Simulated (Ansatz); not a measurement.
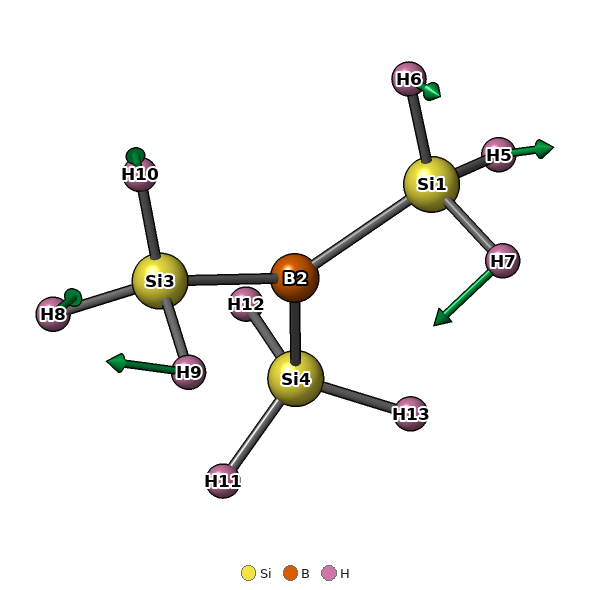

The arrows show one normal mode. Harmonic vibrations computed with RKS PBE0-D4/def2-TZVP (Ansatz 0.2.0) at a stationary point of the same level.

### What kind of motion is it?

Mostly B–Si–H bending.

### At what wavenumber does it lie?

381 cm⁻¹; it is mode 8 of 33 counted from the lowest.
